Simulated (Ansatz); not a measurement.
System: BeSi.

```yaml
crystal:
  lattice:
    - [3.14457, 0.00000, 0.00000]
    - [0.00000, 3.14457, 0.00000]
    - [0.00000, 0.00000, 10.46313]
  atoms:
    - { symbol: Be, position: [0.00000, 0.00000, 0.09752] }
    - { symbol: Be, position: [0.50000, 0.50000, 0.59752] }
    - { symbol: Be, position: [0.00000, 0.00000, 0.90248] }
    - { symbol: Be, position: [0.50000, 0.50000, 0.40248] }
    - { symbol: Si, position: [0.00000, 0.00000, 0.50000] }
    - { symbol: Si, position: [0.50000, 0.50000, 0.00000] }
    - { symbol: Si, position: [0.00000, 0.50000, 0.25000] }
    - { symbol: Si, position: [0.50000, 0.00000, 0.75000] }
```

Space group I-4m2; a structure generated by program, which may or may not match a known phase.

Method: DFT PBE, scalar-relativistic, plane waves, PAW in Ansatz 0.2.0.

Question: What will maps of the valence pseudo-density and electron localisation function show?

Answer: Be–Be (2.04 Å): ρ at the midpoint is about 0.34 e/Å³; the ELF peaks at about 0.75 between the atoms.
Be–Si (2.45 Å): the density is about 0.31 e/Å³ at the midpoint; the ELF peaks at about 0.75 in the valence shell of Si, 0.9 Å from its nucleus, and is about 0.70 at the midpoint.

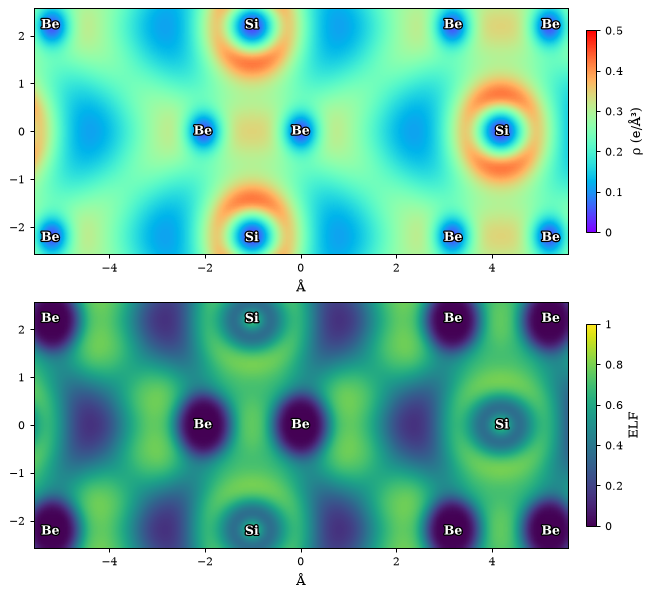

Computed valence pseudo-density and electron localisation function on the (110) plane of the conventional cell, in this order. 

The density is the valence pseudo-density of a PAW calculation; it isn't the true density close to the nuclei.
